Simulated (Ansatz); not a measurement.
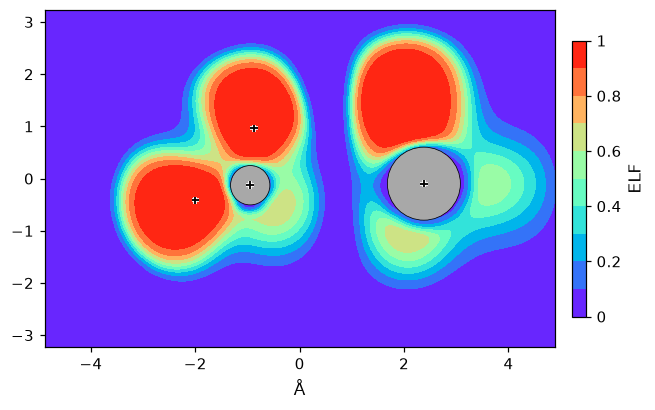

The ELF on a plane through atoms (crosses mark nuclei in the plane; grey discs cover the cores).

Level of theory: Ansatz, RKS PBE0-D4/def2-TZVPP.

Candidates:
A. F$_{3}$HSi···H$_{2}$
B. H$_{5}$NSi···HF
C. H$_{2}$SSi···CH$_{4}$

Q: Which system is this?

A: Candidate C: H$_{2}$SSi···CH$_{4}$ on the plane of atoms H8, C2 and H9, which holds Si, C and H. C2···Si1 (3.33 Å): the ELF dips to about 0 between them. C–H (1.09 Å): the ELF climbs to about 1 towards the hydrogen, as it does in any bond to H (an ordinary covalent bond to hydrogen).
